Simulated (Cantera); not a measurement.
A closed system holds: 1 mol Si3N4, 2.1 mol CO2, 160 mol H2, equilibrated at 61.0 mbar.

Cantera equilibrium calculation (NASA polynomials, part measured and part estimated; ideal gas, pure solids and liquids). Candidate condensed phases: C, C6H6, C7H8, C8H18, H2O, Si, SiC, SiO2, Si2N2O, Si3N4; 151 gas species. The tables' values for SiN are old estimates; treat these amounts as uncertain. Gases not in the tables: Si2H6 and higher silanes. Rates play no part.

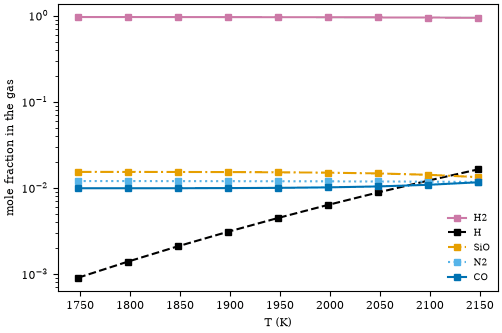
Fig. 1. Equilibrium gas composition (values under 1e-9 drawn at 1e-9)

From 1748 K to 2148 K the condensed part is SiC(s). The main Si-bearing gas is SiO throughout. The share of Si in condensed phases is highest at 1748 K (14.9 %) and lowest at 2148 K (2.0 %).
